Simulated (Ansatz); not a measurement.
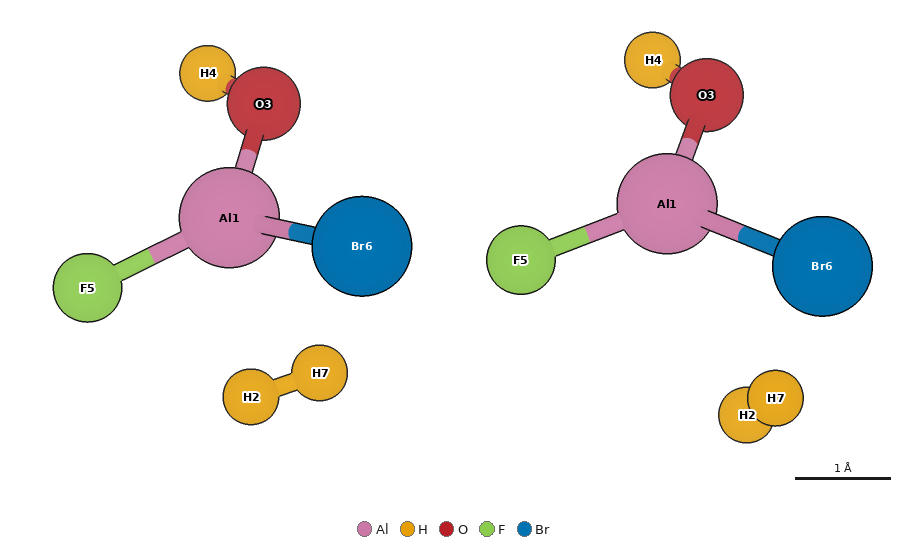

Two geometries of AlH₃OBrF, drawn at one scale. One is the start of a relaxation, the other its converged end. Style: ball-and-stick. Shown from a free direction.

All numbers below come from RKS PBE0/def2-SVP in Ansatz. Set-up: no spin polarisation; force threshold 0.03 eV/Å; at most 50 steps.

### Which one is relaxed?

The left one is the relaxed one. The run prepares an end point of a later path (reaction) calculation, from a guessed geometry. The largest move after the best rigid fit is that of H2, 0.58 Å. By element the largest moves are H 0.58 Å, F 0.38 Å, Br 0.27 Å, Al 0.22 Å, O 0.14 Å. Among the contacts that change: Al1–H2 2.755 → 2.191 Å, Al1–H7 2.464 → 2.216 Å, Al1–Br6 2.359 → 2.234 Å, H2–H7 0.722 → 0.768 Å. Over 17 accepted moves (22 points after the start) the energy falls by 0.245 eV. The largest force component goes from 1.7 to 0.0053 eV/Å. The line search rejected the trial steps at points 3, 9, 11, 14, 19 of the run. The forces were under the threshold at step 7, but the run went on from there. Cost: 56 s on 2 threads of Arm Neoverse V1 (shared host), peak memory 0.2 GiB.

Limits of the set-up: the start holds two separate molecules, 2.5 Å apart at their closest, whose relative position is a soft coordinate and is computed without a dispersion correction.
